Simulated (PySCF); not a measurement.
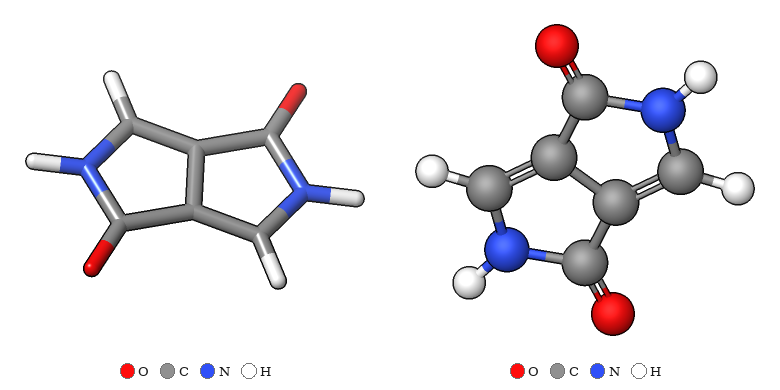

Both panels show the same species.

Computed geometry: GFN2-xTB optimisation. No frequency run is at hand to confirm it as a minimum.

Question: Give the formula.

Answer: C₆H₄N₂O₂, 14 atoms: 6 carbon, 4 hydrogen, 2 nitrogen and 2 oxygen.

Question: Name functional groups in it.

Answer: Among them: amide, alkene.

Question: How many bonds of each kind are drawn?

Answer: 5 C–C, 4 C–N, 2 C–O, 2 N–H, 2 C–H.

Question: Give the symmetry (Schoenflies symbol).

Answer: C2h.

Question: How many atoms are distinct by symmetry?

Answer: 7: 2 O, 2 C, 2 N, 2 C, 2 C, 2 H, 2 H.

More results for the same structure follow; atom numbers are the same in all pictures, views and colours differ.

### Shape

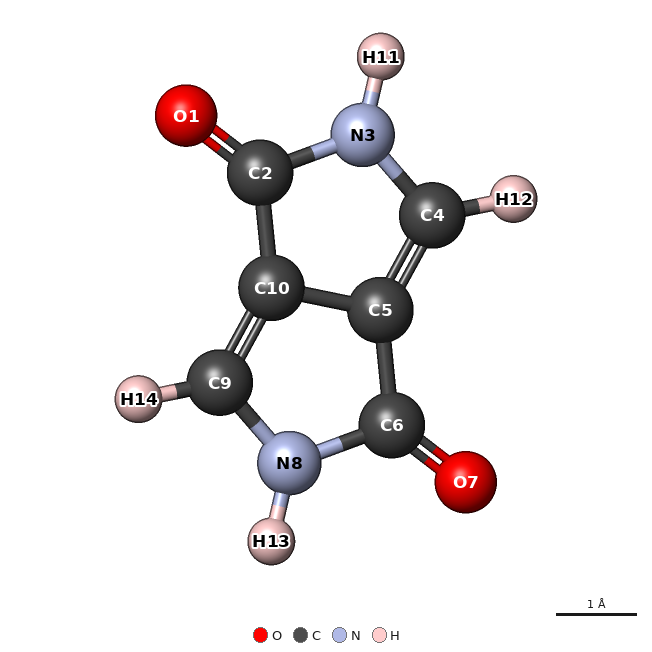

The atoms are numbered. No frequency run is at hand to confirm it as a minimum.

Question: How are the neighbours of atom 2 arranged?

Answer: C2 has 3 neighbours (O1 at 1.21, N3 at 1.41, C10 at 1.45 Å); the arrangement is trigonal planar.

Question: Describe the coordination of atom 3.

Answer: N3 has 3 neighbours (C2 at 1.41, C4 at 1.36, H11 at 1.01 Å); the arrangement is trigonal planar.

Question: Describe the coordination of atom 5.

Answer: C5 has 3 neighbours (C4 at 1.36, C6 at 1.45, C10 at 1.45 Å); the arrangement is trigonal planar.

Question: What is the geometry at C4?

Answer: C4 has 3 neighbours (N3 at 1.36, C5 at 1.36, H12 at 1.07 Å); the arrangement is trigonal planar.

Question: What is the dihedral angle C6–C5–C10–C2?

Answer: 180° in size, that is anti.

### Electronic properties

No frequency run is at hand to confirm it as a minimum. Method: PBE0/pcSseg-1, gas phase (PySCF 2.14.0).

What does the calculation give?

- HOMO energy (Kohn–Sham orbital): −6.28 eV
- LUMO energy (Kohn–Sham orbital): −2.49 eV
- HOMO–LUMO gap: 3.79 eV

### NMR shielding

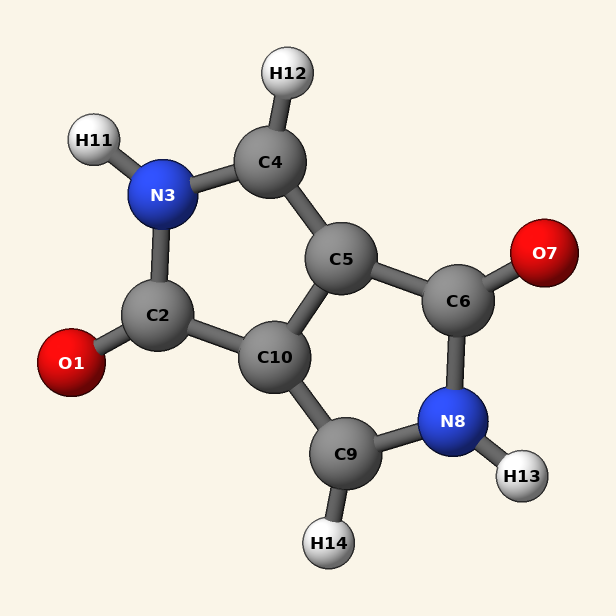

No frequency run is at hand to confirm it as a minimum. Method: GIAO PBE0/pcSseg-1 NMR shielding, non-relativistic, gas phase (PySCF 2.14.0). Principal shieldings σ11 ≤ σ22 ≤ σ33, span Ω = σ33 − σ11, skew κ = 3(σiso − σ22)/Ω.

Question: Which C atom has the most anisotropic shielding?

Answer: C4, C9, with a span of 176 ppm.

Give the shielding tensors of the C atoms.

```tsv
atom	σ11	σ22	σ33	σiso	Ω	κ
C2, C6	−75.0	69.5	73.7	22.8	148.8	−0.94
C4, C9	−31.5	38.2	144.4	50.4	175.9	0.21
C5, C10	7.4	68.3	140.8	72.2	133.4	0.09
```

Shieldings and span in ppm.

### Quadrupole coupling

No frequency run is at hand to confirm it as a minimum. Electric field gradients from the ground-state density, PBE0/pcSseg-1 (PySCF 2.14.0), non-relativistic apart from any core potentials.

Give the largest field-gradient component, the quadrupole coupling constant and the asymmetry for 17O at O1 (Q = −25.6 mb), 14N at N3 (Q = 20.44 mb).

```tsv
atom	V_zz (a.u.)	e²qQ/h (MHz)	η
O1	−1.638	9.86	0.06
N3	−0.788	−3.78	0.06
```
